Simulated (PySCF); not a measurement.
Molecule: Si(Et)(NH2)3, SMILES N[Si](N)(CC)N. Atoms near the plane z = 0.0 Å, at the GFN2-xTB optimised geometry (x, y, z in Å): Si3 (-0.3, -1.1, 0.0), N4 (1.5, -1.1, 0.0), N6 (-1.0, 0.5, 0.0), H12 (1.9, -0.8, -0.9), H13 (1.9, -0.6, 0.8), H16 (-1.9, 0.6, 0.3), H17 (-0.8, 1.1, -0.8).

Calculation: PBE0/def2-SVP (PySCF). Cells within 0.4 Å of a nucleus heavier than hydrogen are left out (blank, or x). The values are rescaled to run from 0 to 1.

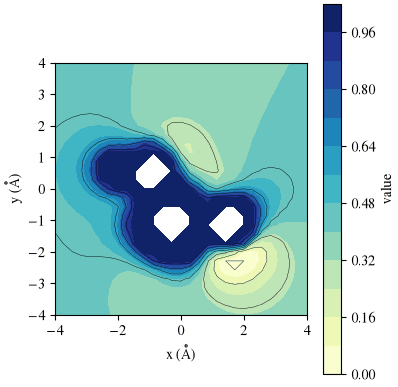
Figure: a field on the plane z = 0.0 Å.

Question: Which quantity is mapped?
(A) deformation density (molecule minus spherical neutral atoms)
(B) an orbital amplitude
(C) electrostatic potential
(D) Laplacian of the electron density

Answer: C, electrostatic potential. In full: electrostatic potential (hartree/e), clipped to [-0.08, 0.12].
